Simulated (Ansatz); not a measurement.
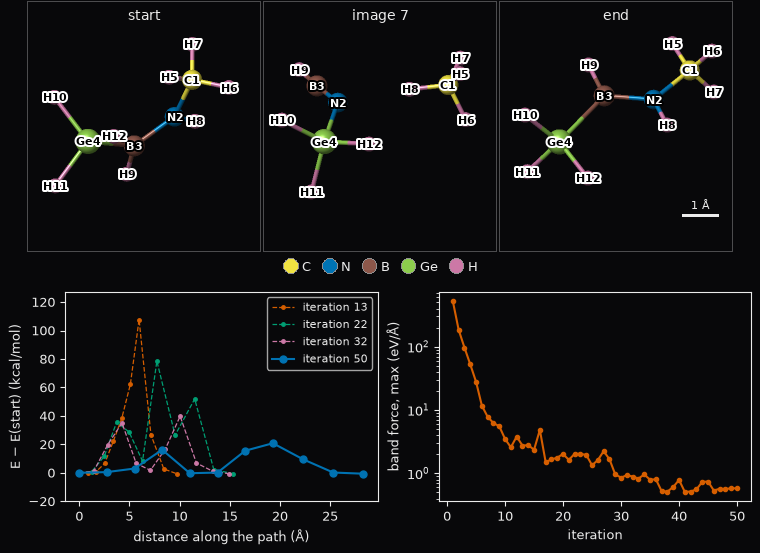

A nudged-elastic-band calculation for CH8BGeN. Images are numbered from 0 (start) to 10 (end). The plot follows the band through its iterations. A ball-and-stick model, seen from a free direction.

Theory: Ansatz 0.2.0, RKS PBE0-D4/def2-SVP. Settings: 9 movable images; climbing image; force threshold 0.03 eV/Å; iteration limit 50; starting path through a guess of the saddle point.

Did the band converge, and can the barrier be trusted?

Answer. The result isn't final. The band hadn't converged when the run stopped after 50 iterations. The largest component of the band force went from 520 to 0.58 eV/Å. The barrier read from it is provisional, though the highest image hardly moved in the last two iterations. The first iteration put the highest image at 5212.6 kcal/mol. Forward barrier 20.8 kcal/mol, backward barrier 21.4 kcal/mol, with image 7 at the top; the reaction energy is −0.6 kcal/mol.

Cost: 17 min on 2 threads of Intel(R) Xeon(R) Platinum 8488C (Sapphire Rapids), on a shared host, peak memory 0.29 GiB.
